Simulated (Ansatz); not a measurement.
# CH3Ge (quartet): correlated methods under varied settings

What do other methods and options give for CH3Ge (quartet) at this geometry, and how long do they take?

Computed with Ansatz 0.2.0, Gaussian basis. Level: the settings change from run to run.

16 further runs of the same task are left out: 4 that didn't finish, 12 set aside as unsound or not needed.

## (1) The system

The geometry is a PBE0/def2-TZVP stationary point (not a proven minimum) of the parent state, kept for this charge and spin. No spin-orbit coupling is included. The filled d shell of Ge may be among the frozen orbitals whatever the setting's name suggests; the logs give the count.

5 atoms, charge 0, spin multiplicity 4.

Atoms are counted from 1 here; the program's logs count them from 0.

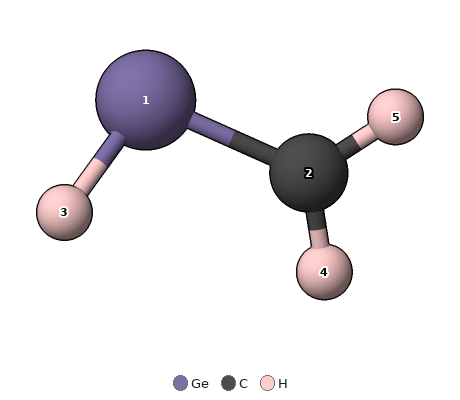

The structure; germanium purple, carbon dark grey, hydrogen pink; atoms are numbered from 1 in the order of the file.

## (2) CCSD(T) on ROHF/STO-3G

The input, in.yaml:

```yaml
crystal:
  periodic: [false, false, false]
  atoms:
    - {symbol: Ge, position_ang: [-0.010779, 0.032151, 0.310414]}
    - {symbol: C, position_ang: [0.050474, -0.062529, -1.571171]}
    - {symbol: H, position_ang: [0.350811, -1.472587, 0.652420]}
    - {symbol: H, position_ang: [-0.400886, -0.903724, -2.097076]}
    - {symbol: H, position_ang: [0.225451, 0.804390, -2.203997]}
basis:
  gaussian: {orbitals: STO-3G}
magnetization: {spin_polarized: false, initial_magnetization: 3}
correlation: {method: ccsd_t, electrons: all}
output: {forces: true}
```

On the command line:

```sh
$ ansatz run in.yaml --threads 1 --pin off --events-out ev --progress --plain --max-ram 2393MiB
```

Output, shortened:

```text
Functional definition: HF
  name "HF"
  cite "Fock, Z. Phys. 61, 126 (1930) doi:10.1007/BF01340294"
  parent pbe
[...]
284 factors; integrals over basis functions are off by at most 2.7e-5 eV
[...]
mean field -56891.85412828 eV, -2090.7370765305 hartree, gradient 6.6e-6 eV, S^2 3.750000; 0 other end points of the search recorded, 0 dependent functions left out
[...]
reference -56891.85412828 eV, -2090.7370765305 hartree; 22, 19 occupied and 4, 7 virtual orbitals, 284 factors
second order -1.54494243 eV of doubles, -0.04307489 eV of singles
cycle   1  -2.04658415 eV  change   -4.6e-1 eV  update   5.8e-2
[...]
cycle  14  -2.35404917 eV  change   -3.0e-6 eV  update   1.7e-6
perturbative correction -0.01680631 eV, -0.0006176205 hartree
[...]
Total energy: -56894.22498376 eV, -2090.8242038622 hartree
Atom 0 at    -0.010779     0.032151     0.310414 Å, force     0.457547    -2.740133     0.665406 eV/Å
Atom 1 at     0.050474    -0.062529    -1.571171 Å, force    -0.133380     0.767884    -0.162416 eV/Å
Atom 2 at     0.350811    -1.472587     0.652420 Å, force    -0.327552     2.010380     0.363292 eV/Å
Atom 3 at    -0.400886    -0.903724    -2.097076 Å, force    -0.345207    -0.531384    -0.282205 eV/Å
Atom 4 at     0.225451     0.804390    -2.203997 Å, force     0.348592     0.493253    -0.584078 eV/Å
Dipole moment:    -0.066859     0.179003     0.147294 e Å
```

Wall time 4.6 s (1 thread of Arm Neoverse N1, shared host).

From the report: correlation -2.3709 eV; T1 0.007; largest double amplitude 0.06.

## (3) CCSD on ROHF/cc-pVDZ

Changes to in.yaml since step 2:

```diff
@@ -9,5 +9,4 @@
 basis:
-  gaussian: {orbitals: STO-3G}
+  gaussian: {orbitals: cc-pVDZ}
 magnetization: {spin_polarized: false, initial_magnetization: 3}
-correlation: {method: ccsd_t, electrons: all}
-output: {forces: true}
+correlation: {method: ccsd, electrons: outside_noble_gas}
```

Launched as before.

Output, shortened:

```text
Functional definition: HF
  name "HF"
  cite "Fock, Z. Phys. 61, 126 (1930) doi:10.1007/BF01340294"
  parent pbe
[...]
589 factors; integrals over basis functions are off by at most 1.1e-3 eV
[...]
mean field -57546.98459158 eV, -2114.8126769933 hartree, gradient 2.0e-6 eV, S^2 3.750000; 0 other end points of the search recorded, 0 dependent functions left out
[...]
15 core orbitals not correlated: weight in the atoms' cores, before any rotation towards them, 0.999 or more for the frozen orbitals, at most 0.001 for the correlated occupied ones
reference -57546.98459158 eV, -2114.8126769933 hartree; 7, 4 occupied and 34, 37 virtual orbitals, 589 factors
second order -4.84103525 eV of doubles, -0.08596709 eV of singles
cycle   1  -5.57912006 eV  change   -6.5e-1 eV  update   5.9e-2
[...]
cycle  11  -5.83413292 eV  change    6.8e-7 eV  update   1.1e-5
Total energy: -57552.81872450 eV, -2115.0270774236 hartree
```

Run time: 2.9 s. Hardware: 1 thread of Arm Neoverse N1, shared host.

From the report: correlation -5.8341 eV; T1 0.018; largest double amplitude 0.03.

## (4) MP2 on UHF/cc-pVDZ

Changes to in.yaml since step 3:

```diff
@@ -10,3 +10,3 @@
   gaussian: {orbitals: cc-pVDZ}
-magnetization: {spin_polarized: false, initial_magnetization: 3}
-correlation: {method: ccsd, electrons: outside_noble_gas}
+magnetization: {spin_polarized: true, initial_magnetization: 3}
+correlation: {method: mp2, electrons: outside_noble_gas}
```

The command is unchanged.

Output:

```text
Functional definition: HF
  name "HF"
  cite "Fock, Z. Phys. 61, 126 (1930) doi:10.1007/BF01340294"
  parent pbe
  exchange = exact_x
  correlation = 0
589 factors; integrals over basis functions are off by at most 1.1e-3 eV
mean field evaluation 1: about -57545.8378 eV, gradient 1.2e1 eV
mean field evaluation 2: about -57545.8409 eV, gradient 1.2e1 eV
mean field evaluation 4: about -57547.0816 eV, gradient 1.8e0 eV
mean field evaluation 8: about -57547.1368 eV, gradient 1.2e-3 eV
mean field -57547.13694555 eV, -2114.8182758984 hartree, gradient 7.1e-6 eV, S^2 3.763881; 0 other end points of the search recorded, 0 dependent functions left out
15 core orbitals not correlated: weight in the atoms' cores, before any rotation towards them, 0.999 or more for the frozen orbitals, at most 0.001 for the correlated occupied ones
reference -57547.13694555 eV, -2114.8182758984 hartree; 7, 4 occupied and 34, 37 virtual orbitals, 589 factors
second order -4.77890000 eV of doubles, -0.00000000 eV of singles
Total energy: -57551.91584554 eV, -2114.9938972341 hartree
```

Run time: 1.3 s. Hardware: 1 thread of Arm Neoverse N1, shared host.

From the report: ⟨S²⟩ of the determinant 3.764 (pure quartet: 3.75).

## (5) CCSD on ROHF/cc-pVDZ

Changes to in.yaml since step 4:

```diff
@@ -10,3 +10,4 @@
   gaussian: {orbitals: cc-pVDZ}
-magnetization: {spin_polarized: true, initial_magnetization: 3}
-correlation: {method: mp2, electrons: outside_noble_gas}
+magnetization: {spin_polarized: false, initial_magnetization: 3}
+hamiltonian: {pseudopotentials: {relativity: scalar}}
+correlation: {method: ccsd, electrons: valence}
```

Launched as before.

Output, shortened:

```text
Functional definition: HF
  name "HF"
  cite "Fock, Z. Phys. 61, 126 (1930) doi:10.1007/BF01340294"
  parent pbe
[...]
589 factors; integrals over basis functions are off by at most 1.1e-3 eV
[...]
mean field -58013.08334484 eV, -2131.9414902425 hartree, gradient 2.0e-6 eV, S^2 3.750000; 0 other end points of the search recorded, 0 dependent functions left out
10 core orbitals not correlated: weight in the atoms' cores, before any rotation towards them, 1.000 or more for the frozen orbitals, at most 0.000 for the correlated occupied ones
reference -58013.08334484 eV, -2131.9414902425 hartree; 12, 9 occupied and 34, 37 virtual orbitals, 589 factors
second order -5.35265759 eV of doubles, -0.09749040 eV of singles
cycle   1  -6.07919453 eV  change   -6.3e-1 eV  update   6.2e-2
[...]
cycle  11  -6.35303075 eV  change    1.0e-6 eV  update   1.3e-5
Total energy: -58019.43637558 eV, -2132.1749598163 hartree
Relativity: scalar
```

Wall time 5.5 s (1 thread of Arm Neoverse N1, shared host).

From the report: correlation -6.3530 eV; T1 0.014; largest double amplitude 0.03.

## (6) HF/def2-SVP

Changes to in.yaml since step 5:

```diff
@@ -9,5 +9,5 @@
 basis:
-  gaussian: {orbitals: cc-pVDZ}
-magnetization: {spin_polarized: false, initial_magnetization: 3}
-hamiltonian: {pseudopotentials: {relativity: scalar}}
-correlation: {method: ccsd, electrons: valence}
+  gaussian: {orbitals: def2-SVP}
+magnetization: {spin_polarized: true, initial_magnetization: 3}
+hamiltonian: {xc: hf}
+output: {orbitals: {seedname: orbitals}}
```

Same command.

Output:

```text
Functional definition: HF
  name "HF"
  cite "Fock, Z. Phys. 61, 126 (1930) doi:10.1007/BF01340294"
  parent pbe
  exchange = exact_x
  correlation = 0
619 factors; integrals over basis functions are off by at most 1.3e-3 eV
mean field evaluation 1: about -57538.7004 eV, gradient 1.2e1 eV
mean field evaluation 2: about -57538.7023 eV, gradient 1.2e1 eV
mean field evaluation 4: about -57539.9420 eV, gradient 1.9e0 eV
mean field evaluation 8: about -57539.9964 eV, gradient 1.8e-1 eV
mean field -57539.99773390 eV, -2114.5559147097 hartree, gradient 1.3e-5 eV, S^2 3.763515; 0 other end points of the search recorded, 0 dependent functions left out
reference -57539.99773390 eV, -2114.5559147097 hartree; 22, 19 occupied and 39, 42 virtual orbitals, 619 factors
Total energy: -57539.99773390 eV, -2114.5559147097 hartree
```

Run time: 1.2 s. Hardware: 1 thread of Arm Neoverse N1, shared host.

From the report: ⟨S²⟩ of the determinant 3.764 (pure quartet: 3.75).

## (7) CCSD(T) on UHF/cc-pVDZ

Changes to in.yaml since step 6:

```diff
@@ -9,5 +9,5 @@
 basis:
-  gaussian: {orbitals: def2-SVP}
+  gaussian: {orbitals: cc-pVDZ}
 magnetization: {spin_polarized: true, initial_magnetization: 3}
-hamiltonian: {xc: hf}
-output: {orbitals: {seedname: orbitals}}
+correlation: {method: ccsd_t, electrons: valence, diis_vectors: 12}
+output: {forces: true}
```

Launched as before.

Output, shortened:

```text
Functional definition: HF
  name "HF"
  cite "Fock, Z. Phys. 61, 126 (1930) doi:10.1007/BF01340294"
  parent pbe
[...]
589 factors; integrals over basis functions are off by at most 1.1e-3 eV
[...]
mean field -57547.13694555 eV, -2114.8182758984 hartree, gradient 7.1e-6 eV, S^2 3.763881; 1 other end points of the search recorded, 0 dependent functions left out
determinant -57547.13694555 eV, -2114.8182758984 hartree, with singles and doubles -57553.32794965 eV, -2115.0457911028 hartree
determinant -57543.68264388 eV, -2114.6913326535 hartree, with singles and doubles -57550.17716053 eV, -2114.9300017382 hartree
10 core orbitals not correlated: weight in the atoms' cores, before any rotation towards them, 1.000 or more for the frozen orbitals, at most 0.000 for the correlated occupied ones
reference -57547.13694555 eV, -2114.8182758984 hartree; 12, 9 occupied and 34, 37 virtual orbitals, 589 factors
second order -5.28206640 eV of doubles, -0.00000000 eV of singles
cycle   1  -6.19113391 eV  change   -1.3e-4 eV  update   6.9e-4
[...]
cycle   9  -6.19134310 eV  change   -1.5e-6 eV  update   1.4e-6
perturbative correction -0.16668936 eV, -0.0061257209 hartree
[...]
Total energy: -57553.49497801 eV, -2115.0519292817 hartree
Atom 0 at    -0.010779     0.032151     0.310414 Å, force     0.099984    -1.242367     1.752625 eV/Å
Atom 1 at     0.050474    -0.062529    -1.571171 Å, force    -0.318574     0.846960    -2.134644 eV/Å
Atom 2 at     0.350811    -1.472587     0.652420 Å, force     0.007274     0.548112     0.693769 eV/Å
Atom 3 at    -0.400886    -0.903724    -2.097076 Å, force    -0.180216    -0.441032    -0.007736 eV/Å
Atom 4 at     0.225451     0.804390    -2.203997 Å, force     0.391531     0.288328    -0.304014 eV/Å
Dipole moment:    -0.055528     0.103755    -0.121487 e Å
```

Run time: 26 s. Hardware: 1 thread of Arm Neoverse N1, shared host.

From the report: ⟨S²⟩ of the determinant 3.764 (pure quartet: 3.75); correlation -6.3580 eV; T1 0.010; largest double amplitude 0.03.

## (8) All runs side by side

Where basis and cores are those of an earlier UCCSDT(Q)/cc-pVDZ run (-57553.0030 eV), and the state is the same kind, the miss against it is given.

```csv
level,correlated,functions,energy (eV),from UCCSDT(Q) (meV),time
CCSD(T) on ROHF/STO-3G,all,26,-56894.2250,,4.6 s
CCSD on ROHF/cc-pVDZ,outside noble gas,56,-57552.8187,184.3,2.9 s
MP2 on UHF/cc-pVDZ,outside noble gas,56,-57551.9158,1087.1,1.3 s
CCSD on ROHF/cc-pVDZ (relativity set),valence,56,-58019.4364,,5.5 s
HF/def2-SVP,,61,-57539.9977,,1.2 s
CCSD(T) on UHF/cc-pVDZ,valence,56,-57553.4950,,26 s
```

## (9) What came out

| quantity | value |
| --- | --- |
| runs | 6 |
| quickest | HF/def2-SVP, 1.2 s |
| slowest | CCSD(T) on UHF/cc-pVDZ, 26 s |

What this shows: Total energies in different bases, with other cores or another treatment of relativity can't be set against each other. CCSD(T) on UHF/cc-pVDZ took 22 times as long as HF/def2-SVP; the jobs differ in more than the method. Among the correlated runs with a miss given, it spans +184 to +1087 meV.
